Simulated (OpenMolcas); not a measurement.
# SF$_{4}$: single-point calculation

System: SF$_{4}$.
Method: CASSCF/6-311+G** (OpenMolcas 26.06).

A bond length was changed on purpose from its optimised value.

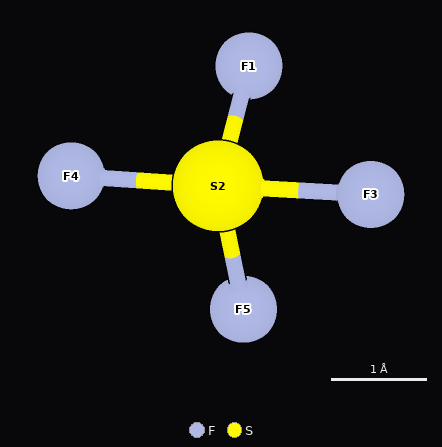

**Figure 1.** The input geometry (ball-and-stick view, seen at a tilt; atoms are numbered from 1 in the order of the input). Bond lengths as drawn: F–S 1.55 to 1.79 Å.

Results in brief:

| quantity | value |
| --- | --- |
| outcome | converged |
| total energy | −795.331455 hartree |
| CASSCF energy | −795.331455 hartree |
| basis functions | 118 |
| hardware | 1 thread of Arm Neoverse V1, 24 GiB of memory available, shared host |
| wall time | 23 s |
| peak memory | 0.094 GiB |

The input:
```
&GATEWAY
 BasLib
 $CurrDir
 BasisSet
 F.6-311pGss....
 F1 -0.611700 -0.450345 1.220825 angstrom
 F3 1.486200 -0.684345 0.539425 angstrom
 F4 -1.490600 -0.299645 -0.810175 angstrom
 F5 0.400600 1.124600 -0.563100 angstrom
 End of Basis
 BasisSet
 S.6-311pGss....
 S2 0.013500 -0.579745 -0.194975 angstrom
 End of Basis
 RICD

&SEWARD

&RASSCF
 FileOrb
 $CurrDir/step1.UnaOrb
 Spin
 1
 Nactel
 8 0 0
 Inactive
 22
 Ras2
 7
 OrbListing
 Nothing
```

Run as:
```bash
export MOLCAS_MEM=1860
pymolcas step2.input > step2.log
```

Log:
```
--- Start Module: gateway ---

                                              &GATEWAY

                       available to each process: 1.9 GB of memory, 1 thread

 Basis Set     1 Label: F.6-311PGSS....
 Basis set is read from library:.
 basistype.tbl is not found

 Basis Set     2 Label: S.6-311PGSS....
 Basis set is read from library:.
 basistype.tbl is not found

++    Symmetry information:
      ---------------------

                    Character Table for C1

                             E
                    a        1  x, y, xy, Rz, z, xz, Ry, yz, Rx, I
--

++    Basis set information:
      ----------------------

      Basis set label: F.6-311PGSS.........

      Electronic valence basis set:
      ------------------
      Associated Effective Charge   9.000000 au
      Associated Actual Charge      9.000000 au
      Nuclear Model: Point charge

      Shell  nPrim  nBasis  Cartesian Spherical Contaminant
         s      12       5        X
         p       6       4        X
         d       1       1                 X

      Basis set label: S.6-311PGSS.........

      Electronic valence basis set:
      ------------------
      Associated Effective Charge  16.000000 au
      Associated Actual Charge     16.000000 au
      Nuclear Model: Point charge

      Shell  nPrim  nBasis  Cartesian Spherical Contaminant
         s      13       7        X
         p      10       6        X
         d       1       1                 X
--

++    Molecular structure info:
      -------------------------

                    ************************************************
                    **** Cartesian Coordinates / bohr, angstrom ****
                    ************************************************

     Center  Label                x              y              z                     x              y              z
        1      F1              -1.155945      -0.851029       2.307025             -0.611700      -0.450345       1.220825
        2      F3               2.808511      -1.293225       1.019366              1.486200      -0.684345       0.539425
        3      F4              -2.816826      -0.566247      -1.531009             -1.490600      -0.299645      -0.810175
        4      F5               0.757024       2.125186      -1.064105              0.400600       1.124600      -0.563100
        5      S2               0.025511      -1.095559      -0.368449              0.013500      -0.579745      -0.194975

                    ***************************************
                    *    InterNuclear Distances / bohr    *
                    ***************************************

               1 F1            2 F3            3 F4            4 F5            5 S2
    1 F1       0.000000
    2 F3       4.191720        0.000000
    3 F4       4.191674        6.219109        0.000000
    4 F5       4.886903        4.498331        4.498246        0.000000
    5 S2       2.934927        3.116118        3.116183        3.375240        0.000000

                    *******************************************
                    *    InterNuclear Distances / angstrom    *
                    *******************************************

               1 F1            2 F3            3 F4            4 F5            5 S2
    1 F1       0.000000
    2 F3       2.218163        0.000000
    3 F4       2.218138        3.291011        0.000000
    4 F5       2.586038        2.380414        2.380369        0.000000
    5 S2       1.553097        1.648978        1.649013        1.786100        0.000000
--

            Nuclear Potential Energy            288.41042716 au

--- Stop Module: gateway /rc=_RC_ALL_IS_WELL_ ---

--- Start Module: seward ---

                                              &SEWARD

                       available to each process: 1.9 GB of memory, 1 thread

               SEWARD will generate:
                  Multipole Moment integrals up to order  2
                  Kinetic Energy integrals
                  Nuclear Attraction integrals (point charge)
                  One-Electron Hamiltonian integrals
                  Velocity integrals
                  Orbital angular momentum around ( -0.0641  -0.4274   0.0196 )
                  Velocity quadrupole around ( -0.0641  -0.4274   0.0196 )
                  RI decomposed two-electron repulsion integrals stored Cholesky style
                   - acCD auxiliary basis
                   - CD Threshold:   1.00E-04

                   Integrals are discarded if absolute value <: 1.00E-14
                   Integral cutoff threshold is set to       <: 1.00E-16

            Nuclear Potential Energy            288.41042716 au

      Basis set specifications :
      Symmetry species         a
      Basis functions          118

--- Stop Module: seward /rc=_RC_ALL_IS_WELL_ ---
--- Module seward spent 1 second ---

--- Start Module: rasscf ---

                                              &RASSCF

                       available to each process: 1.9 GB of memory, 1 thread

      Header of the ONEINT file:
      --------------------------

      OrdInt status: non-squared

      Cartesian coordinates in angstrom:
      -----------------------------------------------------
      No.  Label        X            Y            Z
      -----------------------------------------------------
       1   F1        -0.61170000  -0.45034500   1.22082500
       2   F3         1.48620000  -0.68434500   0.53942500
       3   F4        -1.49060000  -0.29964500  -0.81017500
       4   F5         0.40060000   1.12460000  -0.56310000
       5   S2         0.01350000  -0.57974500  -0.19497500
      -----------------------------------------------------
      Nuclear repulsion energy =  288.41042716

++    Wave function specifications:
      -----------------------------

      Number of closed shell electrons          44
      Number of electrons in active shells       8
      Max number of holes in RAS1 space          0
      Max nr of electrons in RAS3 space          0
      Number of inactive orbitals               22
      Number of active orbitals                  7
      Number of secondary orbitals              89
      Spin quantum number                      0.0
      State symmetry                             1
--

++    Orbital specifications:
      -----------------------

      Symmetry species                           1
                                                 a
      Frozen orbitals                            0
      Inactive orbitals                         22
      Active orbitals                            7
      RAS1 orbitals                              0
      RAS2 orbitals                              7
      RAS3 orbitals                              0
      Secondary orbitals                        89
      Deleted orbitals                           0
      Number of basis functions                118
--

++    CI expansion specifications:
      ----------------------------

      Number of CSFs                           490
      Number of spin combinations              630
      Number of determinants                  1225
      Number of root(s) required                 1
      Root chosen for geometry opt.              1
      CI root used                               1

      highest root included in the CI            1
      max. size of the explicit Hamiltonian    200
--

++    Optimization specifications:
      ----------------------------

      RASSCF algorithm: LK RI/DF
      Maximum number of macro iterations       200
      Maximum number of SX iterations          100
      Threshold for RASSCF energy            1.000E-08
      Threshold for max MO rotation          1.000E-01
      Threshold for max BLB element          1.000E-04
      Level shift parameter                  5.000E-01
      Make Quasi-Newton update
--

      The MO-coefficients are taken from the file:
      step1.UnaOrb
      Title:UHF natural orbitals

      Total molecular charge    0.00

      ************************************************************************************************************************
      *                                            Wave function control section                                             *
      ************************************************************************************************************************

                                         RASSCF iterations: Energy and convergence statistics
                                         ----------------------------------------------------

          iter iter root      energy       change     param      element    value   shift minimum  type update hh:mm:ss
 Nr of preliminary CI iterations:   3
        1   1  101    1  -795.25394892    0.00E+00  -2.67E-01*  19  27 1  1.13E-02*  0.00   0.00    SX    NO    0:00:01
        2   4   46    1  -795.28764759   -3.37E-02*  1.76E-01*  25  30 1  1.29E-02*  0.00   0.00    SX    NO    0:00:00
        3   3   50    1  -795.29987422   -1.22E-02*  1.21E-01*  25 110 1  6.01E-03*  0.00   0.00    SX    NO    0:00:00
        4   4   38    1  -795.30780924   -7.94E-03*  1.04E-01*  25 110 1  3.74E-03*  0.00   0.00    SX    NO    0:00:00
        5   3   44    1  -795.31307244   -5.26E-03*  1.15E-01*  19  27 1 -2.91E-03*  0.00   2.23    QN   YES    0:00:00
        6   3   41    1  -795.31681149   -3.74E-03*  5.59E-02   25  30 1 -3.63E-03*  0.00   1.45    QN   YES    0:00:00
        7   4   40    1  -795.31806840   -1.26E-03*  3.50E-02   25  30 1 -2.76E-03*  0.00   1.64    QN   YES    0:00:00
        8   4   41    1  -795.31924905   -1.18E-03* -9.12E-02   20  27 1  2.89E-03*  0.00   2.50    QN   YES    0:00:00
        9   5   42    1  -795.32164335   -2.39E-03* -8.09E-02   29  33 1  4.14E-03*  0.00   1.22    QN   YES    0:00:00
       10   4   41    1  -795.32287557   -1.23E-03*  4.45E-02   26  33 1  5.45E-03*  0.00   1.03    QN   YES    0:00:00
       11   3   50    1  -795.32480666   -1.93E-03*  4.28E-02   16  28 1 -4.70E-03*  0.00   2.30    LS   YES    0:00:00
       12   3   42    1  -795.32575309   -9.46E-04*  8.96E-02   16  28 1 -7.00E-03*  0.00   1.49    QN   YES    0:00:00
       13   3   42    1  -795.32657618   -8.23E-04*  7.57E-02   16  29 1 -4.01E-03*  0.00   2.15    LS   YES    0:00:00
       14   3   42    1  -795.32688908   -3.13E-04*  1.04E-01*  14  29 1 -2.84E-03*  0.00   1.37    QN   YES    0:00:00
       15   4   41    1  -795.32727551   -3.86E-04*  2.06E-01*  22  27 1  1.61E-03*  0.00   2.50    QN   YES    0:00:00
       16   4   39    1  -795.32782051   -5.45E-04*  2.24E-01*  16  28 1  3.17E-03*  0.00   1.98    QN   YES    0:00:00
       17   4   41    1  -795.32818858   -3.68E-04* -4.57E-02   16  28 1  4.25E-03*  0.00   1.12    QN   YES    0:00:00
       18   3   41    1  -795.32840343   -2.15E-04*  8.19E-02   16  28 1  3.01E-03*  0.00   2.39    QN   YES    0:00:00
       19   4   38    1  -795.32868364   -2.80E-04* -8.71E-02   19  27 1 -1.54E-03*  0.00   1.91    QN   YES    0:00:00
       20   4   36    1  -795.32888319   -2.00E-04* -1.06E-01*  19  27 1 -1.57E-03*  0.00   2.05    QN   YES    0:00:00
       21   4   35    1  -795.32907073   -1.88E-04*  1.64E-01*  16  28 1 -2.15E-03*  0.00   2.50    QN   YES    0:00:00
       22   4   38    1  -795.32935875   -2.88E-04*  2.29E-01*  16  28 1 -2.97E-03*  0.00   2.18    QN   YES    0:00:00
       23   4   42    1  -795.32944656   -8.78E-05* -7.15E-02   22  27 1 -5.05E-03*  0.00   0.65    QN   YES    0:00:00
       24   4   42    1  -795.32970336   -2.57E-04*  3.30E-02   16  28 1 -3.42E-03*  0.00   1.43    QN   YES    0:00:00
       25   3   42    1  -795.32997072   -2.67E-04*  9.99E-02   14  29 1 -2.61E-03*  0.00   2.37    QN   YES    0:00:00
       26   4   40    1  -795.33045203   -4.81E-04*  7.49E-02   20  28 1 -2.33E-03*  0.00   1.30    QN   YES    0:00:00
       27   4   38    1  -795.33076163   -3.10E-04*  2.36E-02   16  28 1  2.30E-03*  0.00   1.15    QN   YES    0:00:00
       28   4   37    1  -795.33094089   -1.79E-04*  3.30E-02   16  28 1  2.00E-03*  0.00   1.71    QN   YES    0:00:00
       29   4   37    1  -795.33108827   -1.47E-04*  2.83E-02   14  29 1  1.51E-03*  0.00   1.43    QN   YES    0:00:00
       30   4   35    1  -795.33118182   -9.36E-05*  4.83E-02   14  29 1  1.60E-03*  0.00   1.76    QN   YES    0:00:00
       31   5   36    1  -795.33129373   -1.12E-04*  4.03E-02   13  27 1 -1.35E-03*  0.00   1.58    QN   YES    0:00:00
       32   4   34    1  -795.33138603   -9.23E-05*  2.79E-02   16  28 1 -1.12E-03*  0.00   1.45    QN   YES    0:00:00
       33   4   31    1  -795.33142850   -4.25E-05* -8.67E-03   16  28 1 -6.11E-04*  0.00   1.00    QN   YES    0:00:00
       34   4   28    1  -795.33144412   -1.56E-05*  4.33E-03   19  27 1 -4.81E-04*  0.00   0.91    QN   YES    0:00:00
       35   4   28    1  -795.33144963   -5.51E-06* -2.90E-03   23  93 1  2.91E-04*  0.00   1.69    QN   YES    0:00:00
       36   4   24    1  -795.33145306   -3.43E-06* -3.56E-03   20  29 1 -1.29E-04*  0.00   1.17    QN   YES    0:00:00
       37   4   23    1  -795.33145395   -8.86E-07*  1.65E-03   16  28 1  1.29E-04*  0.00   1.28    QN   YES    0:00:00
       38   4   21    1  -795.33145436   -4.15E-07* -8.37E-04   26  94 1  4.13E-05   0.00   1.30    QN   YES    0:00:00
       39   3   20    1  -795.33145456   -1.99E-07*  1.26E-03   20  29 1  3.06E-05   0.00   1.61    QN   YES    0:00:00
       40   3   20    1  -795.33145476   -1.96E-07* -1.53E-03   14  29 1 -5.00E-05   0.00   1.54    QN   YES    0:00:00
       41   3   20    1  -795.33145492   -1.67E-07* -1.56E-03   16  28 1 -5.37E-05   0.00   1.83    QN   YES    0:00:00
       42   3   20    1  -795.33145505   -1.23E-07* -6.75E-04   22  27 1  3.68E-05   0.00   1.43    QN   YES    0:00:00
       43   3   16    1  -795.33145509   -4.24E-08*  1.83E-04   20  27 1  1.98E-05   0.00   1.41    QN   YES    0:00:00
       44   3    9    1  -795.33145510   -1.28E-08*  6.63E-05   26  93 1  8.78E-06   0.00   1.30    QN   YES    0:00:00
       45   1   12    1  -795.33145510   -2.37E-09  -2.56E-04   22  27 1 -5.08E-06   0.00   1.08    QN   YES    0:00:00
      Convergence after 45 iterations
       46   3   12    1  -795.33145510    1.52E-09  -2.56E-04   24  83 1  9.52E-06   0.00   1.08    QN   YES    0:00:00

      ************************************************************************************************************************
                                                      Wave function printout:
                       occupation of active orbitals, and spin coupling of open shells (u,d: Spin up or down)
      ************************************************************************************************************************

      Note: transformation to natural orbitals
      has been made, which may change the order of the CSFs.

      printout of CI-coefficients larger than  0.05 for root  1
      energy=    -795.331455
      conf/sym  1111111     Coeff  Weight
             1  2222000  -0.97427 0.94921
             3  2220200   0.15440 0.02384
            85  2202002   0.07210 0.00520
            99  2ud20ud   0.05055 0.00256
           134  2022020   0.05583 0.00312
           197  2uu20dd  -0.05690 0.00324

      Natural orbitals and occupation numbers for root  1
      sym 1:   1.993673   1.983304   1.972327   1.947294   0.060793   0.016317   0.026292

      ************************************************************************************************************************
      *                                                    Final results                                                     *
      ************************************************************************************************************************

++    Final optimization conditions:
      ------------------------------

      Average CI energy                            -795.33145510
      RASSCF energy for state  1                   -795.33145510
      Super-CI energy                                -0.00000000
      RASSCF energy change                            0.00000000
      Max change in MO coefficients              -2.977E-04
      Max non-diagonal density matrix element    -2.561E-04
      Maximum BLB matrix element                  9.519E-06
      (orbital pair  24,  83 in symmetry   1)
      Norm of electronic gradient            4.384E-05
--

      Final state energy(ies):
      ------------------------

::    RASSCF root number  1 Total energy:   -795.33145510
      Von Neumann Entropy (Root   1) =  0.36584

      Mulliken population analysis for root number:  1
      -----------------------------------------------

++    Molecular charges:
      ------------------

      Mulliken charges per centre
      ---------------------------

                F1      F3      F4      F5      S2
      Total    9.2153  9.2388  9.1742  9.2501 15.1217

      N-E     -0.2153 -0.2388 -0.1742 -0.2501  0.8783

      Total electronic charge=   52.000000

      Total            charge=   -0.000000
--

      Expectation values of various properties for root number:  1
      -----------------------------------------------------------

++    Molecular properties:
      ---------------------

      Charge (e):
                      =   -0.0000
      Dipole Moment (debye):
      Origin of the operator (angstrom)=   -0.0339   -0.2262    0.0104
                   X= -3.4310E-01               Y= -1.4422E+00               Z= -6.2615E-01           Total=  1.6092E+00
      Quadrupole Moment (debye*angstrom):
      Origin of the operator (angstrom)=   -0.0339   -0.2262    0.0104
                  XX= -3.7769E+01              XY=  5.7605E-01              XZ= -2.4204E+00              YY= -3.2219E+01
                  YZ=  9.5748E-01              ZZ= -3.3254E+01
      In traceless form (debye*angstrom)
                  XX= -5.0319E+00              XY=  8.6407E-01              XZ= -3.6306E+00              YY=  3.2925E+00
                  YZ=  1.4362E+00              ZZ=  1.7394E+00
--

      Average orbitals are written to the RASORB file
      Natural orbitals for root   1 are written to the RASORB.1 file
      Spin density orbitals for root   1 are written to the SPDORB.1 file

--- Stop Module: rasscf /rc=_RC_ALL_IS_WELL_ ---
--- Module rasscf spent 21 seconds ---

.##################.
.# Happy landing! #.
.##################.

    Timing: Wall=22.93 User=21.91 System=0.97
```
